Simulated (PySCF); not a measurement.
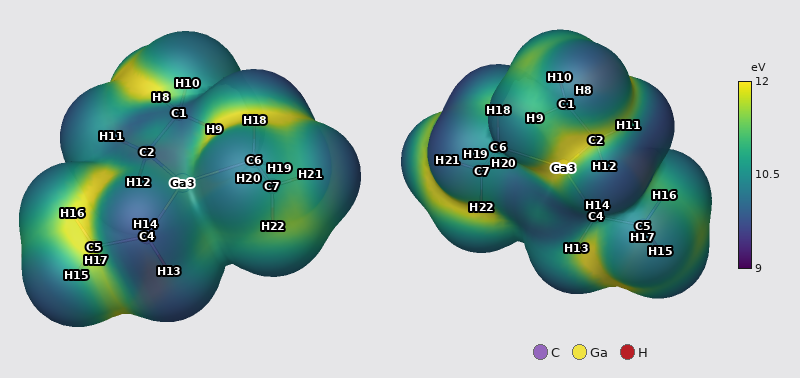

Figure 1: C6H15Ga, SMILES `CC[Ga](CC)CC`. Average local ionisation energy on the surface of electron density 0.001 a.u. (back view left, front view right).

Computed with PySCF, TPSSh/cc-pVDZ, geometry: GFN2-xTB. No frequency check shows the geometry to be a minimum. GFN2-xTB bond lengths at metals and heavier atoms can be off by up to 0.1 Å and shapes distorted, which carries into these values.

Locate the minima of the map.

Answer. The lowest value is 9.7 eV, 1.5 Å from H14, and at like points elsewhere. Further minima include 9.8 eV, 1.4 Å from H15, and at like points elsewhere. For comparison, the highest occupied orbital lies at −6.1 eV.

What volume does the surface enclose, and what is the dipole moment?

Answer. About 197 Å³; the dipole moment is 0.0 D.

The PySCF run took 120 s on 1 thread of Arm Neoverse V1 (shared host), peak memory 0.85 GiB.
